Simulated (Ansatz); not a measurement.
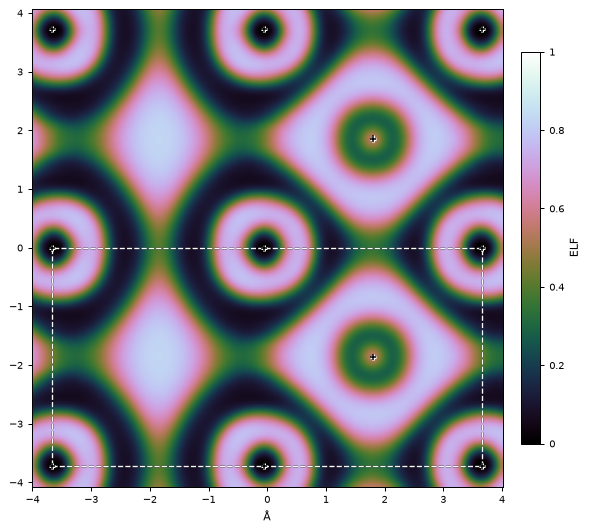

The ELF on a plane through atoms (crosses mark nuclei in the plane).

Level of theory: DFT PBE, scalar-relativistic, plane waves, PAW (Ansatz 0.2.0).

Candidates:
A. Sc₄SiS₂, a = 7.32 Å, b = 10.43 Å, c = 3.72 Å, α = 90.00°, β = 90.00°, γ = 90.00°. Space group Cmmm; a generated structure, not necessarily the stable one.
B. Zr₂F, a = 3.18 Å, b = 3.18 Å, c = 12.79 Å, α = 90.00°, β = 90.00°, γ = 90.06°. Space group I4/mmm; a generated structure, not necessarily the stable one; computed without spin polarisation.
C. Ta₂PbO₃, a = 6.65 Å, b = 6.65 Å, c = 2.96 Å, α = 90.00°, β = 90.00°, γ = 120.00°. Space group P6/mmm; a generated structure, not necessarily the stable one.

**Which system is this?**

Candidate A: Sc₄SiS₂ on the (010) plane of the conventional cell, which holds Sc and Si.
